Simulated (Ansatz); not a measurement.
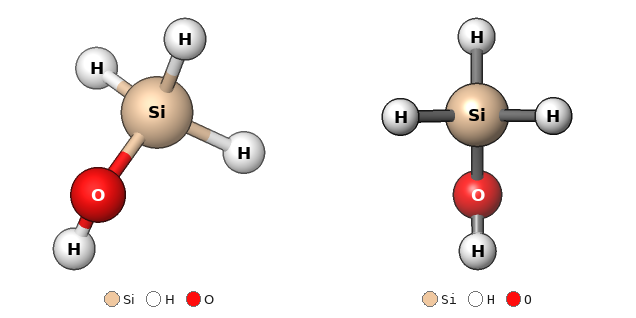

Both panels show the same species.

The geometry was computed by an optimisation with PBE0-D4/def2-TZVP.

What is the molecular formula?

Answer. H4OSi, 6 atoms: 4 hydrogen, 1 oxygen and 1 silicon.

Count the bonded pairs by element.

Answer. 3 Si–H, 1 O–Si, 1 O–H. Sticks follow a distance rule.

The parts below concern this one geometry. Atoms keep their numbers from picture to picture.

**Geometry**

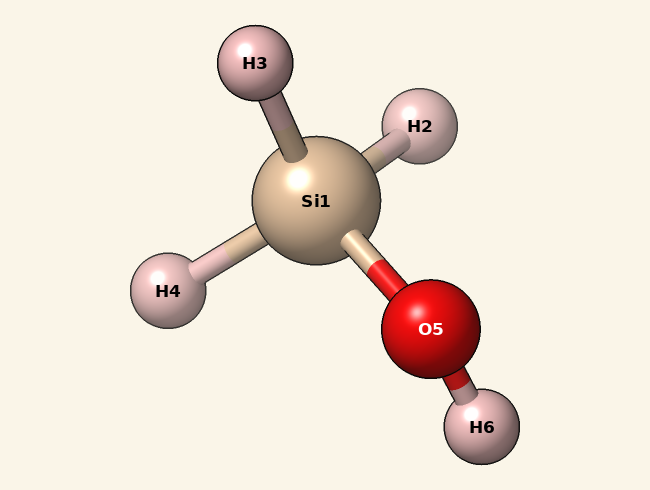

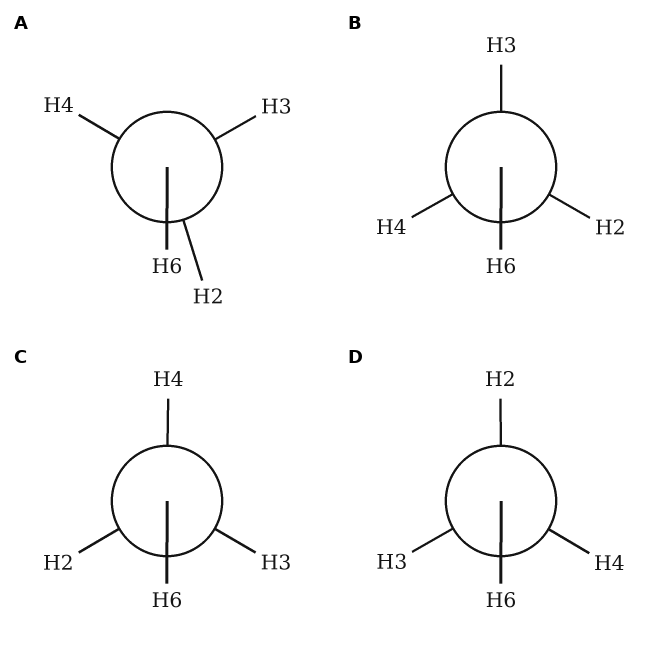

Distant atoms are faded towards the background colour. Bonds that would overlap in a projection are set slightly apart.

Which Newman projection shows the view along O5–Si1, with O5 in front?

Answer. B. The torsion angle H6–O5–Si1–H2 is −60°, synclinal (gauche).

**Electronic properties**

Level of theory: RKS PBE0-D4/def2-TZVPP (Ansatz 0.2.0).

Predict the main results.

- HOMO energy (Kohn–Sham orbital): −8.73 eV
- LUMO energy (Kohn–Sham orbital): 0.04 eV
- HOMO–LUMO gap: 8.77 eV

**Charges**

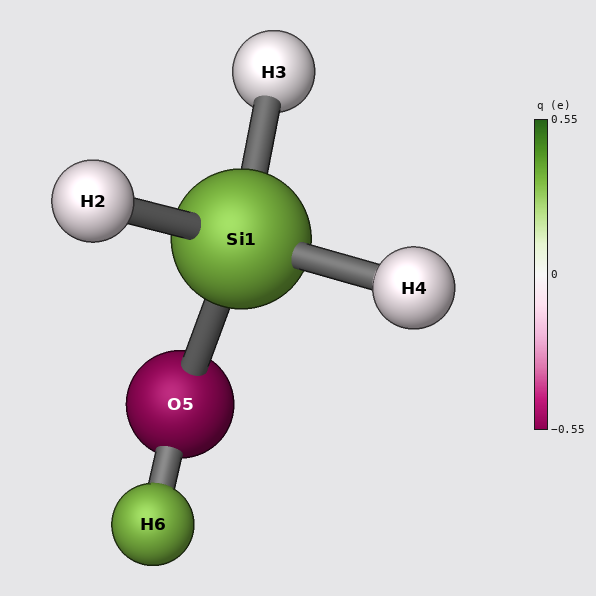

Atoms are coloured by their Mulliken charges. Method: RKS PBE0-D4/def2-TZVP (Ansatz 0.2.0).

List the Mulliken charges.

| atom | value (e) |
| --- | --- |
| Si1 | 0.33 |
| H2 | −0.05 |
| H3 | −0.03 |
| H4 | −0.05 |
| O5 | −0.53 |
| H6 | 0.32 |

**Vibrations**

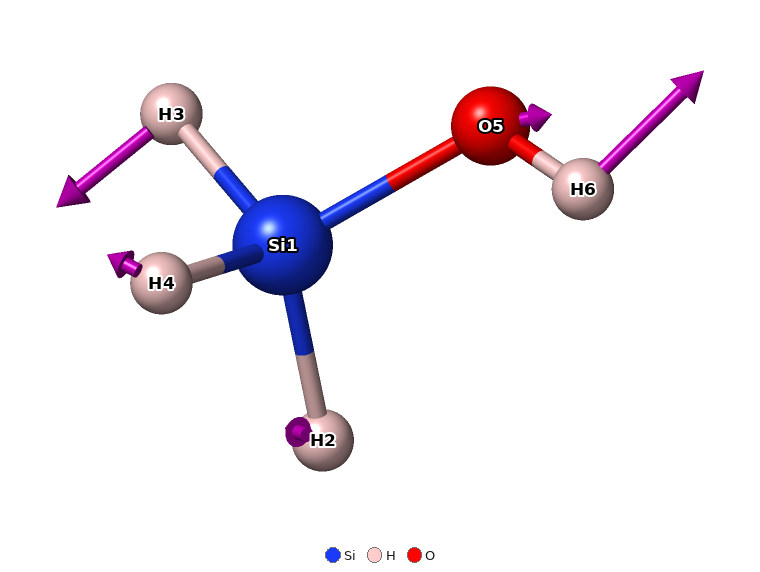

The arrows show one normal mode. Harmonic vibrations computed with RKS PBE0-D4/def2-TZVP (Ansatz 0.2.0) at a stationary point of the same level.

Estimate its harmonic wavenumber.

Answer. 908 cm⁻¹; it is mode 5 of 12 counted from the lowest.

**Dipole moment**

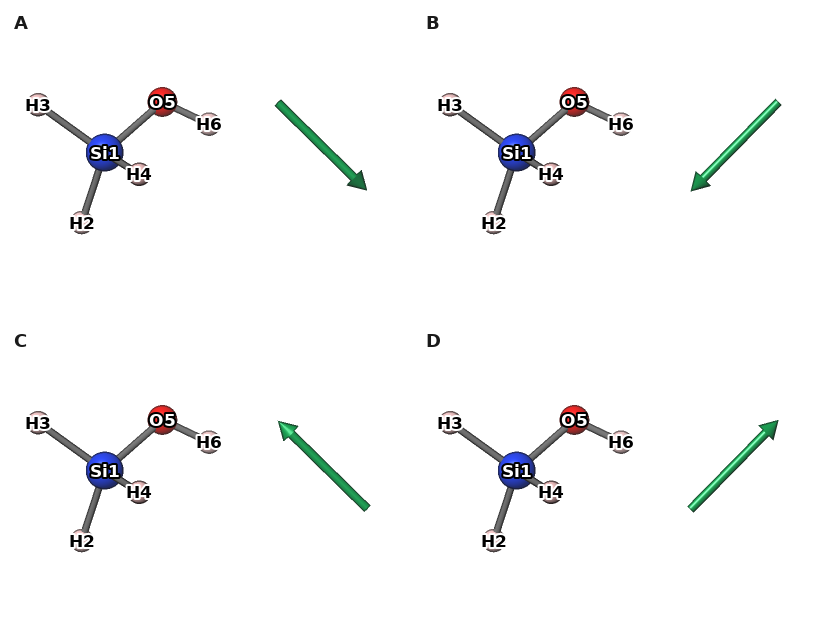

The same molecule four times, each with an arrow. Properties computed with RKS PBE0-D4/def2-TZVP (Ansatz 0.2.0).

Which arrow points along the dipole moment, from the negative to the positive end?

Answer. A. The dipole moment is 1.36 D; it points from the side of H3 to the side of H6 (the outermost atoms at the two ends).

Mulliken values depend strongly on the basis set and can even reverse the polarity of a bond.
